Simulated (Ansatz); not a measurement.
Ti3Al: response to strain

Base system: Ti₃Al (space group P6_3/mmc, No. 194; a = 5.755 Å, c = 4.655 Å). Axes: x lies along a and z along c of the hexagonal cell.

Strains are applied to the cell and any free atomic positions relax; under biaxial strain the out-of-plane vector relaxes too.

Computed with PBE, PAW, 420 eV (Ansatz, a program for electronic structure; no spin-orbit coupling), earlier PAW set.

Notes on the quantities. energy relative to the base: free energy F.

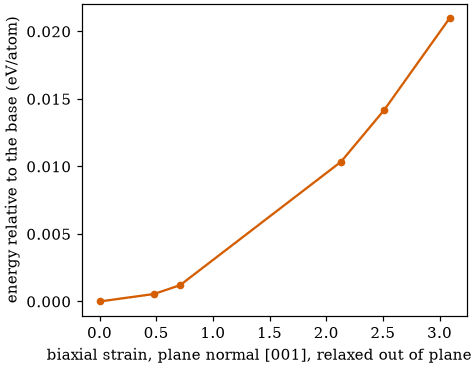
Figure: Energy relative to the base against biaxial strain, plane normal [001], relaxed out of plane

### Question
From the plot, what is the energy relative to the base for biaxial strain +2.13 %, plane normal [001], relaxed out of plane?

### Answer
About 0.010 eV/atom.

### Question
Is the trend monotonic over the range shown?

### Answer
Yes, it rises throughout, spanning 0 meV/atom to +21 meV/atom.

No phonon test of stability was made. The final runs are not spin-polarised.
